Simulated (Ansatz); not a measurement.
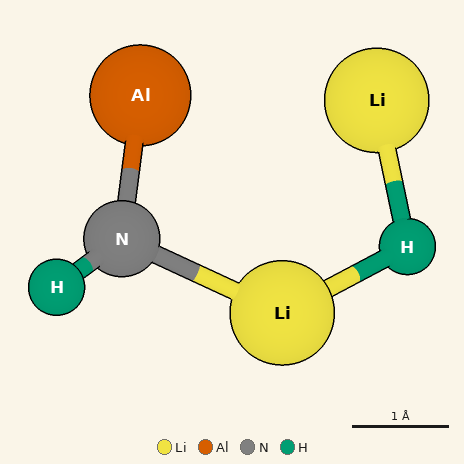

Rendered structure (ball-and-stick style).

The computed structure is the end point of a PBE0-D4/def2-TZVP optimisation. No frequency run is at hand to confirm it as a minimum.

What does the picture show?

Formula AlH2Li2N. This geometry has Cs symmetry. All atoms lie on one plane. Coordination: 1 Li bent; 1 N trigonal planar.

More results for the same structure follow; atom numbers are the same in all pictures, views and colours differ.

Dipole moment

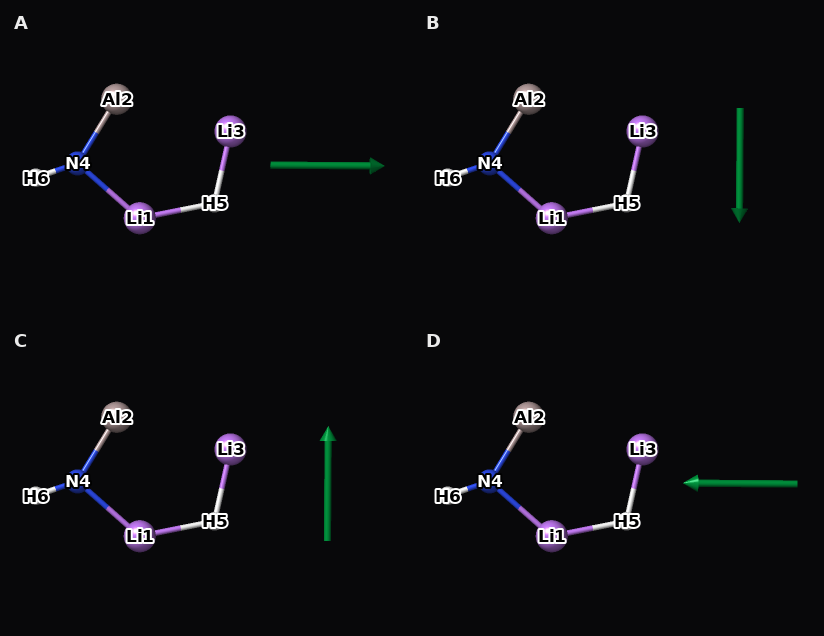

The same molecule four times, each with an arrow. No frequency run is at hand to confirm it as a minimum. Method: RKS PBE0-D4/def2-TZVP (Ansatz 0.2.0).

**Which arrow points along the dipole moment, from the negative to the positive end?**

A. The dipole moment is 2.55 D; it points from the side of H6 to the side of Li3 (the outermost atoms at the two ends).

Electronic properties

No frequency run is at hand to confirm it as a minimum. Properties computed with RKS PBE0-D4/def2-TZVPP (Ansatz 0.2.0).

Predict the main results.

- HOMO energy (Kohn–Sham orbital): −5.64 eV
- LUMO energy (Kohn–Sham orbital): −1.04 eV
- HOMO–LUMO gap: 4.60 eV

Charges

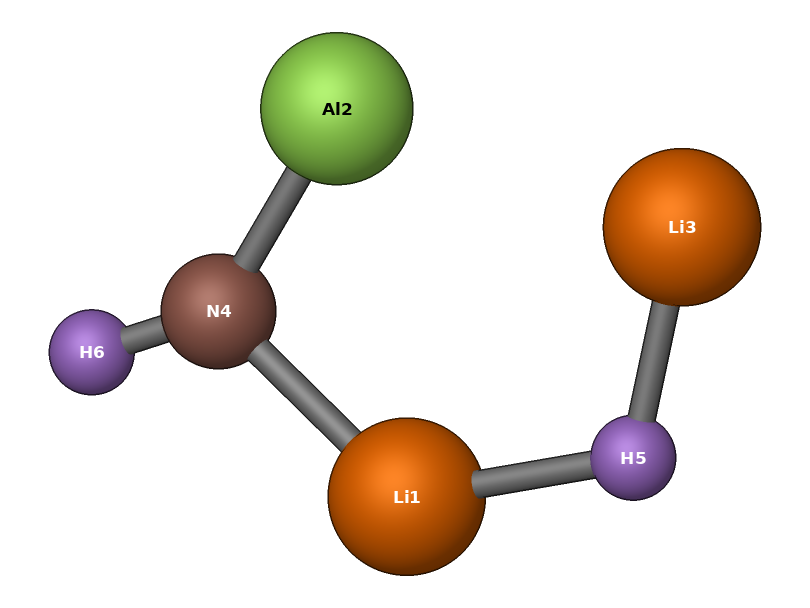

The questions are on Mulliken charges. No frequency run is at hand to confirm it as a minimum. Method: RKS PBE0-D4/def2-TZVP (Ansatz 0.2.0).

**Which atom carries the highest charge (most positive or least negative)?**

Li1 (0.68 e).

**And the lowest?**

N4 (−0.85 e).

List the Mulliken charges.

```
atom  value (e)
 Li1       0.68
 Al2      −0.09
 Li3       0.60
  N4      −0.85
  H5      −0.54
  H6       0.20
```

Mulliken values depend strongly on the basis set and can even reverse the polarity of a bond.
